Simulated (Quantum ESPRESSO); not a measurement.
# Dipole at the next field: bismuthene, 1 layer

Method. Quantum ESPRESSO 7.5, PBE, GBRV ultrasoft; sawtooth field along the normal with dipole correction, ions clamped, threshold 1e-9 Ry; cell area 16.378 Å².

| field (V/Å) | dipole (e Å a cell) |
| --- | --- |
| 0 | 0.00002 |
| 0.1 | 0.04308 |
| 0.2 | 0.08625 |

One more run was made and is withheld. What is the dipole at 0.3 V/Å, and what electrostatic thickness 4πα/A follows from the rows?

By hand: The slope is (0.08625 − (0.00002))/0.2 = 0.4311 e Å²/V, so 4πα/A = 180.95 × 0.4311/16.378 = 4.76 Å. Linear response gives p = 0.00002 + 0.4311 × (0.3) = 0.12936 e Å; a parabola through the three rows gives 0.12953.

**Check.** p = 0.12966 e Å. The line misses by 0.2 % of the induced dipole and the parabola by 0.1 %. The response is linear over this range.

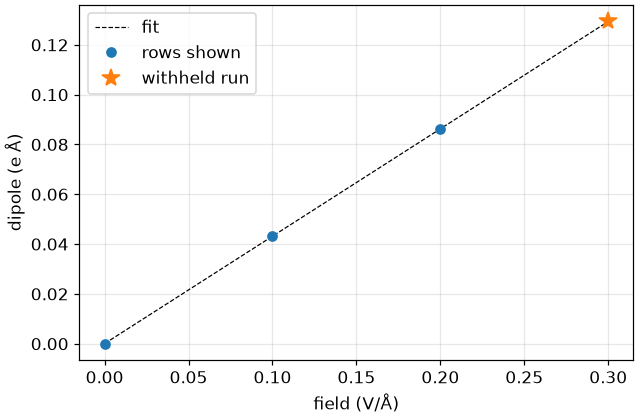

The rows shown, the fit and the withheld run.

Caveats: Electrons alone respond; local and semilocal functionals tend to overscreen.
